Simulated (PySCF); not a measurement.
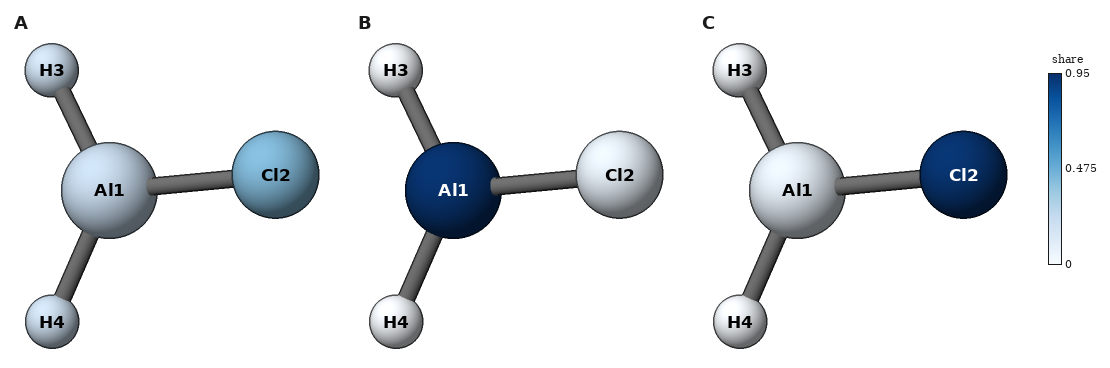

Each panel colours the atoms by their Löwdin share in one orbital (up to four of the largest shares; other atoms are shown as zero). Computed geometry: PBE0-D3(BJ)/def2-SVP optimisation. No frequency run is at hand to confirm it as a minimum. Level of theory: PBE0/6-31+G* (PySCF 2.14.0).

> The panels show the HOMO−1, HOMO, LUMO, in some order. Which is which?

A: HOMO, −8.63 eV; Cl2 0.42, Al1 0.21, H4 0.18, H3 0.18
B: LUMO, −1.76 eV; Al1 0.93, Cl2 0.07
C: HOMO−1, −9.52 eV; Cl2 0.93, Al1 0.07
